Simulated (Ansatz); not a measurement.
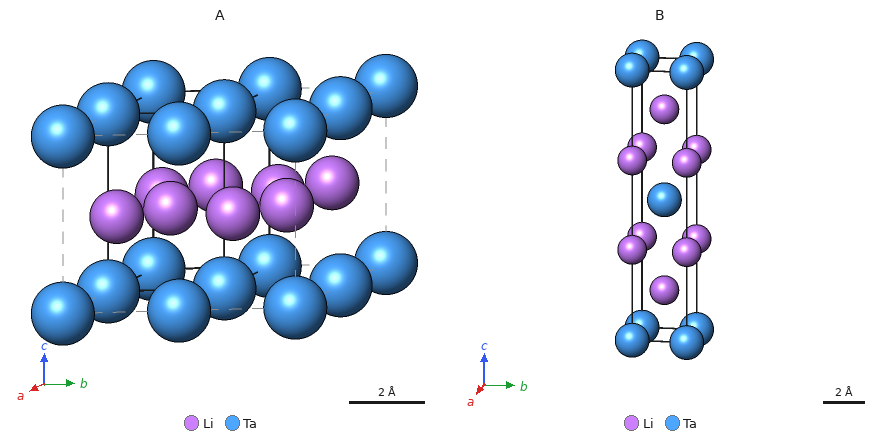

Two structures of Li2Ta, each relaxed to rest (conventional cells in solid outline, small ones repeated, not to one scale). Method: DFT PBE, scalar-relativistic, plane waves, PAW (Ansatz), without spin polarisation.

Question: State the structure in each panel.

Answer: A: AlB₂ type, P6/mmm. B: 6 atoms a cell on a body-centred tetragonal lattice, I4/mmm.

Question: Which has the lower energy, and by how much?

Answer: B is lower, by 489 meV/atom at this level of theory (energies at zero smearing). Volumes: A 13.9, B 17.2 Å³/atom.

One or both may be structure types tried for this composition rather than known phases.
